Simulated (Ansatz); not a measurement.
**BSiH₅ (triplet): one geometry, many settings at a displaced geometry (v2)**

Aim: run BSiH₅ (triplet) at one geometry under a spread of methods and options, and see what each costs and gives.

Program: Ansatz 0.2.0, Gaussian basis. Level of theory: the settings change from run to run. These are calculated values, not measurements.

23 further runs of the same task are left out: 10 that didn't finish, 13 set aside as unsound or not needed. Runs told in other sessions of the task aren't counted.

### 1 The geometry

The geometry is a PBE0/def2-TZVP stationary point (not a proven minimum) with its atoms shifted at random (size 0.100 Å).

7 atoms, charge 0, spin multiplicity 3.

Atoms are counted from 1 here; the program's logs count them from 0.

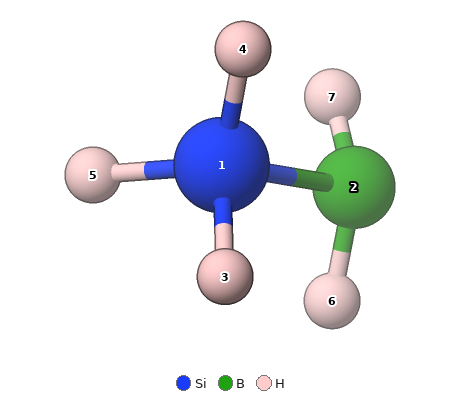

The structure; silicon blue, boron green, hydrogen pink; atoms are numbered from 1 in the order of the file.

### 2 HF (ROHF)/6-31G*

Contents of in.yaml:

```yaml
crystal:
  periodic: [false, false, false]
  atoms:
    - {symbol: Si, position_ang: [0.028938, 0.006838, 0.580664]}
    - {symbol: B, position_ang: [0.010307, 0.015211, -1.498115]}
    - {symbol: H, position_ang: [0.620883, -1.247908, 1.059127]}
    - {symbol: H, position_ang: [0.703992, 1.158215, 1.077340]}
    - {symbol: H, position_ang: [-1.506967, -0.091613, 0.908414]}
    - {symbol: H, position_ang: [-0.298368, -1.167911, -1.593088]}
    - {symbol: H, position_ang: [-0.436444, 0.995515, -1.563029]}
basis:
  gaussian: {orbitals: "6-31G*"}
magnetization: {spin_polarized: false, initial_magnetization: 2}
hamiltonian: {xc: hf}
output: {forces: true, orbitals: {seedname: orbitals}}
```

On the command line:

```sh
ansatz run in.yaml --threads 1 --pin off --events-out ev --progress --plain --max-ram 2393MiB
```

Output:

```text
Functional definition: HF
  name "HF"
  cite "Fock, Z. Phys. 61, 126 (1930) doi:10.1007/BF01340294"
  parent pbe
  exchange = exact_x
  correlation = 0
465 factors; integrals over basis functions are off by at most 1.0e-3 eV
mean field evaluation 1: about -8606.8680 eV, gradient 1.3e1 eV
mean field evaluation 2: about -8606.9082 eV, gradient 1.3e1 eV
mean field evaluation 4: about -8608.1783 eV, gradient 9.4e-1 eV
mean field evaluation 8: about -8608.1852 eV, gradient 2.2e-1 eV
mean field -8608.18614380 eV, -316.3450059465 hartree, gradient 2.4e-5 eV, S^2 2.000000; 0 other end points of the search recorded, 0 dependent functions left out
the calculation of the forces begins
reference -8608.18614380 eV, -316.3450059465 hartree; 13, 11 occupied and 31, 33 virtual orbitals, 465 factors
Total energy: -8608.18614380 eV, -316.3450059465 hartree
Atom 0 at     0.028938     0.006838     0.580664 Å, force    -2.519476    -1.517469     0.704801 eV/Å
Atom 1 at     0.010307     0.015211    -1.498115 Å, force     2.236655    -4.075123    -0.668888 eV/Å
Atom 2 at     0.620883    -1.247908     1.059127 Å, force     0.256013     0.042524    -0.024021 eV/Å
Atom 3 at     0.703992     1.158215     1.077340 Å, force     0.361717     0.901854     0.333887 eV/Å
Atom 4 at    -1.506967    -0.091613     0.908414 Å, force     1.655077     0.426912    -0.066302 eV/Å
Atom 5 at    -0.298368    -1.167911    -1.593088 Å, force    -0.107508     0.915995     0.063056 eV/Å
Atom 6 at    -0.436444     0.995515    -1.563029 Å, force    -1.882477     3.305306    -0.342532 eV/Å
Dipole moment:     0.006024     0.071282     0.415703 e Å
```

Run time: 0.51 s. Hardware: 1 thread of Arm Neoverse V1, shared host.

### 3 HF (ROHF)/cc-pVDZ

in.yaml, as its differences from that of step 2:

```diff
@@ -11,5 +11,5 @@
 basis:
-  gaussian: {orbitals: "6-31G*"}
+  gaussian: {orbitals: cc-pVDZ, fitting: {mean_field: def2-universal-jkfit}, point_charges: [{charge: 1.00, position_ang: [3.661, 0.719, -0.852]}]}
 magnetization: {spin_polarized: false, initial_magnetization: 2}
 hamiltonian: {xc: hf}
-output: {forces: true, orbitals: {seedname: orbitals}}
+output: {orbitals: {seedname: orbitals}}
```

Same command.

Output:

```text
Functional definition: HF
  name "HF"
  cite "Fock, Z. Phys. 61, 126 (1930) doi:10.1007/BF01340294"
  parent pbe
  exchange = exact_x
  correlation = 0
293 factors; integrals over basis functions are off by at most 3.8e-1 eV
mean field evaluation 1: about -8607.6264 eV, gradient 1.3e1 eV
mean field evaluation 2: about -8608.8453 eV, gradient 3.8e0 eV
mean field evaluation 4: about -8608.9859 eV, gradient 2.5e-1 eV
mean field -8608.98718126 eV, -316.3744435302 hartree, gradient 9.7e-6 eV, S^2 2.000000; 0 other end points of the search recorded, 0 dependent functions left out
reference -8608.98718126 eV, -316.3744435302 hartree; 13, 11 occupied and 44, 46 virtual orbitals, 293 factors
Total energy: -8608.98718126 eV, -316.3744435302 hartree
```

Run time: 0.24 s. Hardware: 1 thread of Arm Neoverse V1, shared host.

### 4 BCCD on UHF/cc-pVDZ

in.yaml, as its differences from that of step 3:

```diff
@@ -11,5 +11,5 @@
 basis:
-  gaussian: {orbitals: cc-pVDZ, fitting: {mean_field: def2-universal-jkfit}, point_charges: [{charge: 1.00, position_ang: [3.661, 0.719, -0.852]}]}
-magnetization: {spin_polarized: false, initial_magnetization: 2}
-hamiltonian: {xc: hf}
-output: {orbitals: {seedname: orbitals}}
+  gaussian: {orbitals: cc-pVDZ, point_charges: [{charge: 0.50, position_ang: [3.731, 0.346, 0.151]}]}
+magnetization: {spin_polarized: true, initial_magnetization: 2}
+correlation: {method: bccd, electrons: outside_noble_gas}
+scf: {lower_state_search: off}
```

Same command.

Output, cut to the lines that bear on the results:

```text
Functional definition: HF
  name "HF"
  cite "Fock, Z. Phys. 61, 126 (1930) doi:10.1007/BF01340294"
  parent pbe
[...]
528 factors; integrals over basis functions are off by at most 1.2e-3 eV
[...]
mean field -8608.87090227 eV, -316.3701703560 hartree, gradient 2.7e-6 eV, S^2 2.012589; 0 other end points of the search recorded, 0 dependent functions left out
6 core orbitals not correlated: weight in the atoms' cores, before any rotation towards them, 1.000 or more for the frozen orbitals, at most 0.000 for the correlated occupied ones
reference -8608.87090227 eV, -316.3701703560 hartree; 7, 5 occupied and 44, 46 virtual orbitals, 528 factors
second order -4.87417073 eV of doubles, -0.00000000 eV of singles
cycle   1  -5.78113353 eV  change   -9.1e-1 eV  update   6.9e-2
[...]
cycle  11  -6.09173779 eV  change   -2.9e-6 eV  update   8.6e-6
Total energy: -8614.96264006 eV, -316.5940375908 hartree
Checks for a lower state left out: stability, starts, cluster_reference, orbital_swaps, neighbouring_geometries, increment
```

It took 2.2 s on 1 thread of Arm Neoverse V1, shared host.

From the report: ⟨S²⟩ of the determinant 2.013 (pure triplet: 2.00); correlation -6.0917 eV; largest double amplitude 0.02.

### 5 MP2 on UHF/cc-pVDZ

in.yaml, as its differences from that of step 4:

```diff
@@ -11,5 +11,4 @@
 basis:
-  gaussian: {orbitals: cc-pVDZ, point_charges: [{charge: 0.50, position_ang: [3.731, 0.346, 0.151]}]}
+  gaussian: {orbitals: cc-pVDZ, point_charges: [{charge: 0.50, position_ang: [4.802, 0.515, 0.372]}]}
 magnetization: {spin_polarized: true, initial_magnetization: 2}
-correlation: {method: bccd, electrons: outside_noble_gas}
-scf: {lower_state_search: off}
+correlation: {method: mp2, electrons: outside_noble_gas}
```

Launched as before.

Output:

```text
Functional definition: HF
  name "HF"
  cite "Fock, Z. Phys. 61, 126 (1930) doi:10.1007/BF01340294"
  parent pbe
  exchange = exact_x
  correlation = 0
528 factors; integrals over basis functions are off by at most 1.2e-3 eV
mean field evaluation 1: about -8607.3687 eV, gradient 1.1e1 eV
mean field evaluation 2: about -8607.4202 eV, gradient 1.1e1 eV
mean field evaluation 4: about -8608.8456 eV, gradient 1.0e0 eV
mean field evaluation 8: about -8608.8685 eV, gradient 8.2e-4 eV
mean field -8608.86850571 eV, -316.3700822841 hartree, gradient 2.8e-6 eV, S^2 2.012561; 0 other end points of the search recorded, 0 dependent functions left out
6 core orbitals not correlated: weight in the atoms' cores, before any rotation towards them, 1.000 or more for the frozen orbitals, at most 0.000 for the correlated occupied ones
reference -8608.86850571 eV, -316.3700822841 hartree; 7, 5 occupied and 44, 46 virtual orbitals, 528 factors
second order -4.86754019 eV of doubles, -0.00000000 eV of singles
Total energy: -8613.73604590 eV, -316.5489610869 hartree
```

Run time: 0.48 s. Hardware: 1 thread of Arm Neoverse V1, shared host.

From the report: ⟨S²⟩ of the determinant 2.013 (pure triplet: 2.00).

### 6 CCSD(T) on ROHF/6-31G

in.yaml, as its differences from that of step 5:

```diff
@@ -11,4 +11,5 @@
 basis:
-  gaussian: {orbitals: cc-pVDZ, point_charges: [{charge: 0.50, position_ang: [4.802, 0.515, 0.372]}]}
-magnetization: {spin_polarized: true, initial_magnetization: 2}
-correlation: {method: mp2, electrons: outside_noble_gas}
+  gaussian: {orbitals: 6-31G}
+magnetization: {spin_polarized: false, initial_magnetization: 2}
+correlation: {method: ccsd_t, electrons: valence}
+scf: {omitted_lower_state_checks: [cluster_reference]}
```

Same command.

Output, cut to the lines that bear on the results:

```text
Functional definition: HF
  name "HF"
  cite "Fock, Z. Phys. 61, 126 (1930) doi:10.1007/BF01340294"
  parent pbe
[...]
426 factors; integrals over basis functions are off by at most 2.3e-4 eV
[...]
mean field -8606.48964264 eV, -316.2826606788 hartree, gradient 2.4e-6 eV, S^2 2.000000; 0 other end points of the search recorded, 0 dependent functions left out
6 core orbitals not correlated: weight in the atoms' cores, before any rotation towards them, 1.000 or more for the frozen orbitals, at most 0.000 for the correlated occupied ones
reference -8606.48964264 eV, -316.2826606788 hartree; 7, 5 occupied and 19, 21 virtual orbitals, 426 factors
second order -2.71977002 eV of doubles, -0.03962506 eV of singles
cycle   1  -3.39161379 eV  change   -6.3e-1 eV  update   6.5e-2
[...]
cycle  10  -3.69524679 eV  change   -6.7e-6 eV  update   6.4e-6
perturbative correction -0.06056688 eV, -0.0022257918 hartree
Total energy: -8610.24545631 eV, -316.4206842854 hartree
Checks for a lower state left out: cluster_reference
```

It took 0.54 s on 1 thread of Arm Neoverse V1, shared host.

From the report: correlation -3.7558 eV; T1 0.016; largest double amplitude 0.02.

### 7 CCSD(T) on ROHF/cc-pVDZ

in.yaml, as its differences from that of step 6:

```diff
@@ -11,5 +11,6 @@
 basis:
-  gaussian: {orbitals: 6-31G}
+  gaussian: {orbitals: cc-pVDZ}
 magnetization: {spin_polarized: false, initial_magnetization: 2}
-correlation: {method: ccsd_t, electrons: valence}
-scf: {omitted_lower_state_checks: [cluster_reference]}
+correlation: {method: ccsd_t, electrons: outside_noble_gas}
+scf: {lower_state_search: light}
+output: {forces: true}
```

Launched as before.

Output, cut to the lines that bear on the results:

```text
Functional definition: HF
  name "HF"
  cite "Fock, Z. Phys. 61, 126 (1930) doi:10.1007/BF01340294"
  parent pbe
[...]
528 factors; integrals over basis functions are off by at most 1.2e-3 eV
[...]
mean field -8608.77163225 eV, -316.3665222501 hartree, gradient 1.6e-6 eV, S^2 2.000000; 0 other end points of the search recorded, 0 dependent functions left out
6 core orbitals not correlated: weight in the atoms' cores, before any rotation towards them, 1.000 or more for the frozen orbitals, at most 0.000 for the correlated occupied ones
reference -8608.77163225 eV, -316.3665222501 hartree; 7, 5 occupied and 44, 46 virtual orbitals, 528 factors
second order -4.90299952 eV of doubles, -0.05782661 eV of singles
cycle   1  -5.85658330 eV  change   -8.9e-1 eV  update   6.9e-2
[...]
cycle  12  -6.18297923 eV  change   -6.7e-7 eV  update   2.7e-6
perturbative correction -0.13579903 eV, -0.0049905224 hartree
[...]
Total energy: -8615.09041051 eV, -316.5987330683 hartree
Atom 0 at     0.028938     0.006838     0.580664 Å, force    -2.335120    -1.356420     0.241246 eV/Å
Atom 1 at     0.010307     0.015211    -1.498115 Å, force     2.273841    -4.144035    -0.549678 eV/Å
Atom 2 at     0.620883    -1.247908     1.059127 Å, force     0.367088    -0.298921     0.076459 eV/Å
Atom 3 at     0.703992     1.158215     1.077340 Å, force     0.523714     1.161815     0.412653 eV/Å
Atom 4 at    -1.506967    -0.091613     0.908414 Å, force     1.196507     0.349498    -0.011682 eV/Å
Atom 5 at    -0.298368    -1.167911    -1.593088 Å, force    -0.074853     0.364376     0.114996 eV/Å
Atom 6 at    -0.436444     0.995515    -1.563029 Å, force    -1.951178     3.923686    -0.283993 eV/Å
Dipole moment:    -0.040068     0.047046     0.363603 e Å
```

It took 8.5 s on 1 thread of Arm Neoverse V1, shared host.

From the report: correlation -6.3188 eV; T1 0.019; largest double amplitude 0.02.

### 8 CCSD on UHF/cc-pVDZ

in.yaml, as its differences from that of step 7:

```diff
@@ -12,5 +12,4 @@
   gaussian: {orbitals: cc-pVDZ}
-magnetization: {spin_polarized: false, initial_magnetization: 2}
-correlation: {method: ccsd_t, electrons: outside_noble_gas}
-scf: {lower_state_search: light}
-output: {forces: true}
+magnetization: {spin_polarized: true, initial_magnetization: 2}
+correlation: {method: ccsd, electrons: outside_noble_gas}
+accuracy: high
```

Launched as before.

Output, cut to the lines that bear on the results:

```text
Functional definition: HF
  name "HF"
  cite "Fock, Z. Phys. 61, 126 (1930) doi:10.1007/BF01340294"
  parent pbe
[...]
1348 factors; integrals over basis functions are off by at most 3.6e-9 eV
[...]
mean field -8608.87372425 eV, -316.3702740620 hartree, gradient 2.5e-8 eV, S^2 2.012574; 0 other end points of the search recorded, 0 dependent functions left out
6 core orbitals not correlated: weight in the atoms' cores, before any rotation towards them, 1.000 or more for the frozen orbitals, at most 0.000 for the correlated occupied ones
reference -8608.87372425 eV, -316.3702740620 hartree; 7, 5 occupied and 44, 46 virtual orbitals, 1348 factors
second order -4.86040914 eV of doubles, -0.00000000 eV of singles
cycle   1  -5.75391645 eV  change   -8.9e-1 eV  update   6.8e-2
[...]
cycle  24  -6.08285766 eV  change  -6.1e-10 eV  update   1.0e-9
Total energy: -8614.95658191 eV, -316.5938149578 hartree
```

Wall time 6.5 s (1 thread of Arm Neoverse V1, shared host); peak memory 0.31 GiB.

From the report: ⟨S²⟩ of the determinant 2.013 (pure triplet: 2.00); correlation -6.0829 eV; T1 0.014; largest double amplitude 0.02.

### 9 BCCD(T) on ROHF/def2-mTZVP

in.yaml, as its differences from that of step 8:

```diff
@@ -11,5 +11,5 @@
 basis:
-  gaussian: {orbitals: cc-pVDZ}
-magnetization: {spin_polarized: true, initial_magnetization: 2}
-correlation: {method: ccsd, electrons: outside_noble_gas}
-accuracy: high
+  gaussian: {orbitals: def2-mTZVP, fitting: {mean_field: def2-universal-jkfit}}
+magnetization: {spin_polarized: false, initial_magnetization: 2}
+correlation: {method: bccd_t, electrons: outside_noble_gas}
+scf: {omitted_lower_state_checks: [cluster_reference]}
```

Same command.

Output, cut to the lines that bear on the results:

```text
Functional definition: HF
  name "HF"
  cite "Fock, Z. Phys. 61, 126 (1930) doi:10.1007/BF01340294"
  parent pbe
[...]
293 factors; integrals over basis functions are off by at most 7.2e-1 eV
[...]
mean field -8608.81492924 eV, -316.3681133853 hartree, gradient 2.2e-6 eV, S^2 2.000000; 0 other end points of the search recorded, 0 dependent functions left out
6 core orbitals not correlated: weight in the atoms' cores, before any rotation towards them, 1.000 or more for the frozen orbitals, at most 0.000 for the correlated occupied ones
reference -8608.81492924 eV, -316.3681133853 hartree; 7, 5 occupied and 43, 45 virtual orbitals, 293 factors
second order -3.90595144 eV of doubles, -0.05328410 eV of singles
cycle   1  -4.67752746 eV  change   -7.2e-1 eV  update   7.0e-2
[...]
cycle  11  -4.97763204 eV  change    1.3e-6 eV  update   8.7e-6
perturbative correction -0.13678616 eV, -0.0050267986 hartree
Total energy: -8613.92934744 eV, -316.5560647876 hartree
Checks for a lower state left out: cluster_reference
```

Run time: 1.9 s. Hardware: 1 thread of Arm Neoverse V1, shared host.

From the report: correlation -5.1144 eV; largest double amplitude 0.02.

### 10 MP2 on ROHF/6-31G*

in.yaml, as its differences from that of step 9:

```diff
@@ -11,5 +11,4 @@
 basis:
-  gaussian: {orbitals: def2-mTZVP, fitting: {mean_field: def2-universal-jkfit}}
+  gaussian: {orbitals: "6-31G*"}
 magnetization: {spin_polarized: false, initial_magnetization: 2}
-correlation: {method: bccd_t, electrons: outside_noble_gas}
-scf: {omitted_lower_state_checks: [cluster_reference]}
+correlation: {method: mp2, electrons: outside_noble_gas}
```

Same command.

Output:

```text
Functional definition: HF
  name "HF"
  cite "Fock, Z. Phys. 61, 126 (1930) doi:10.1007/BF01340294"
  parent pbe
  exchange = exact_x
  correlation = 0
465 factors; integrals over basis functions are off by at most 1.0e-3 eV
mean field evaluation 1: about -8606.8680 eV, gradient 1.3e1 eV
mean field evaluation 2: about -8606.9082 eV, gradient 1.3e1 eV
mean field evaluation 4: about -8608.1783 eV, gradient 9.4e-1 eV
mean field evaluation 8: about -8608.1852 eV, gradient 2.2e-1 eV
mean field -8608.18614380 eV, -316.3450059465 hartree, gradient 2.3e-6 eV, S^2 2.000000; 0 other end points of the search recorded, 0 dependent functions left out
mean field evaluation 16: about -8606.9244 eV, gradient 1.0e1 eV
6 core orbitals not correlated: weight in the atoms' cores, before any rotation towards them, 1.000 or more for the frozen orbitals, at most 0.000 for the correlated occupied ones
reference -8608.18614380 eV, -316.3450059465 hartree; 7, 5 occupied and 31, 33 virtual orbitals, 465 factors
second order -3.85465597 eV of doubles, -0.05522522 eV of singles
Total energy: -8612.09602500 eV, -316.4886914303 hartree
```

Wall time 0.42 s (1 thread of Arm Neoverse V1, shared host).

### 11 The runs in one table

Where basis and cores are those of an earlier UCCSDT(Q)/cc-pVDZ run (-8615.1267 eV), and the records show the same count of frozen orbitals and kind of state, the miss against it is given; a blank cell means that this couldn't be shown.

| level | correlated | functions | energy (eV) | from UCCSDT(Q) (meV) | time |
| --- | --- | --- | --- | --- | --- |
| HF (ROHF)/6-31G* |  | 44 | -8608.1861 |  | 0.51 s |
| HF (ROHF)/cc-pVDZ (beside a point charge) |  | 57 | -8608.9872 |  | 0.24 s |
| BCCD on UHF/cc-pVDZ (beside a point charge) | outside noble gas | 57 | -8614.9626 |  | 2.2 s |
| MP2 on UHF/cc-pVDZ (beside a point charge) | outside noble gas | 57 | -8613.7360 |  | 0.48 s |
| CCSD(T) on ROHF/6-31G | valence | 32 | -8610.2455 |  | 0.54 s |
| CCSD(T) on ROHF/cc-pVDZ | outside noble gas | 57 | -8615.0904 | 36.3 | 8.5 s |
| CCSD on UHF/cc-pVDZ | outside noble gas | 57 | -8614.9566 | 170.1 | 6.5 s |
| BCCD(T) on ROHF/def2-mTZVP | outside noble gas | 56 | -8613.9293 |  | 1.9 s |
| MP2 on ROHF/6-31G* | outside noble gas | 44 | -8612.0960 |  | 0.42 s |

### 12 Outcome

```
quantity                                              value
    runs                                                  9
quickest  HF (ROHF)/cc-pVDZ (beside a point charge), 0.24 s
 slowest                     CCSD(T) on ROHF/cc-pVDZ, 8.5 s
```

**Reading.** Total energies in different bases, with other cores or another treatment of relativity can't be set against each other. CCSD(T) on ROHF/cc-pVDZ took 36 times as long as HF (ROHF)/cc-pVDZ (beside a point charge); the jobs differ in more than the method. Among the correlated runs with a miss given, it spans +36 to +170 meV.
